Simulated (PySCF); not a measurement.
**C2H9BrGeSi2: density, localisation and related maps**

```yaml
atoms:
  - { symbol: Br, position_ang: [2.1720, 1.1183, 1.9110] }
  - { symbol: Ge, position_ang: [2.2103, -0.1485, 0.0170] }
  - { symbol: C, position_ang: [0.3921, -0.4285, -0.6594] }
  - { symbol: Si, position_ang: [-0.6958, 1.1511, -0.8768] }
  - { symbol: C, position_ang: [-1.8858, 0.3882, 0.4173] }
  - { symbol: Si, position_ang: [-0.8557, -1.2189, 0.5828] }
  - { symbol: H, position_ang: [3.1456, 0.6156, -0.9135] }
  - { symbol: H, position_ang: [2.9432, -1.4144, 0.4446] }
  - { symbol: H, position_ang: [0.4980, -1.0037, -1.5789] }
  - { symbol: H, position_ang: [-1.2206, 1.2513, -2.2405] }
  - { symbol: H, position_ang: [-0.0650, 2.4113, -0.4809] }
  - { symbol: H, position_ang: [-2.9050, 0.2446, 0.0705] }
  - { symbol: H, position_ang: [-1.9502, 0.9609, 1.3389] }
  - { symbol: H, position_ang: [-0.3210, -1.4909, 1.9186] }
  - { symbol: H, position_ang: [-1.4665, -2.4284, 0.0271] }
```

Geometry: GFN2-xTB.

Computed with PBE0/def2-SVPD, SCF density, gas phase (PySCF).

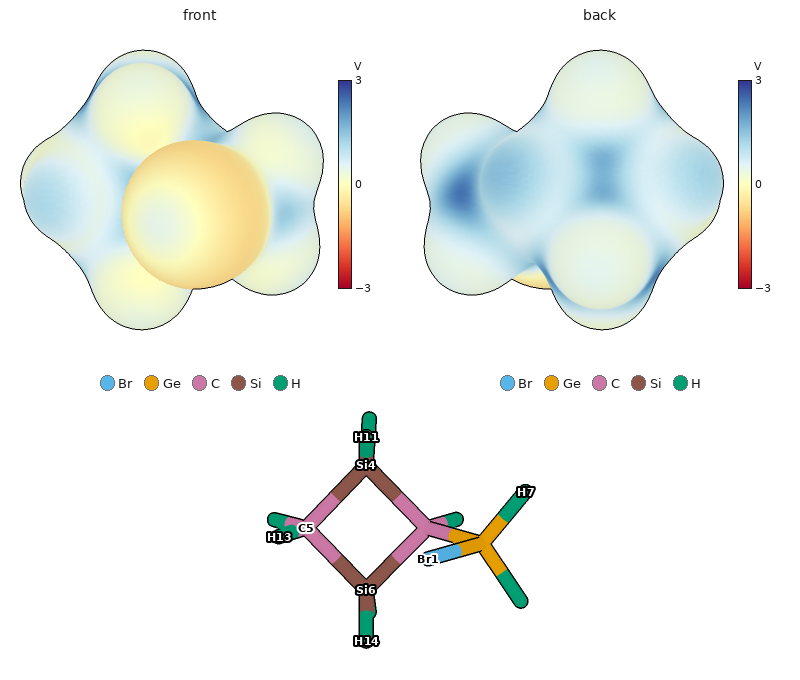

Figure 1. The molecular electrostatic potential painted on the density surface at 0.004 e/bohr³, seen from the front and from behind; the colour scale runs from red (negative) to blue (positive). The bare structure is drawn below in the same view.

Question: Which sites attract a positive test charge, and which a negative one?

Answer: A positive charge is drawn to the negative regions and a negative charge to the positive ones. The most negative region (about −0.7 V) lies over Br1, the most positive (about +2.2 V) over Ge2, Si4 and Si6. Br1 shows a σ-hole: about +0.4 V at the tip opposite its bond, against about −0.6 V on its flanks.

Question: How polar is the molecule by this calculation?

Answer: Its dipole moment is 2.38 D.

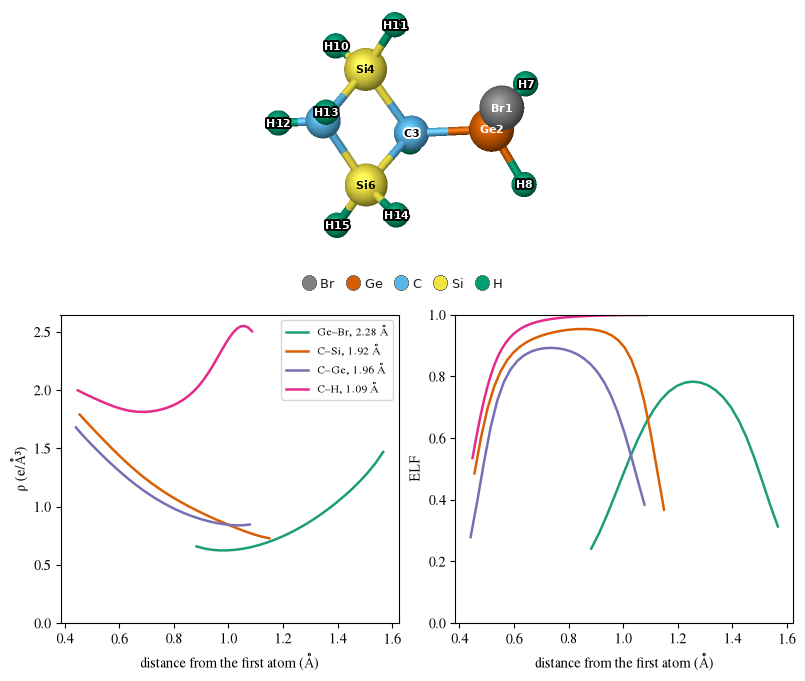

Figure 2. Electron density and ELF along straight lines between neighbouring atoms. The curves leave out the atomic cores. The structure is drawn too.

Question: Compare the contacts.

Answer: Ge–Br (2.28 Å): the density is about 0.69 e/Å³ at the midpoint; the ELF peaks at about 0.80 in the valence shell of Br, 1.0 Å from its nucleus, and is about 0.75 at the midpoint.
C–Si (1.92 Å): the density is about 0.89 e/Å³ at the midpoint; the ELF peaks at about 0.95 between the atoms: localised, covalent bonding.
C–Ge (1.96 Å): ρ is about 0.85 e/Å³ halfway; the ELF peaks at about 0.90 in the valence shell of C, 0.7 Å from its nucleus, and is about 0.70 at the midpoint.
C–H (1.09 Å): ρ at the midpoint is about 1.9 e/Å³; the ELF climbs to about 1 towards the hydrogen, as it does in any bond to H (a covalent bond by its length).
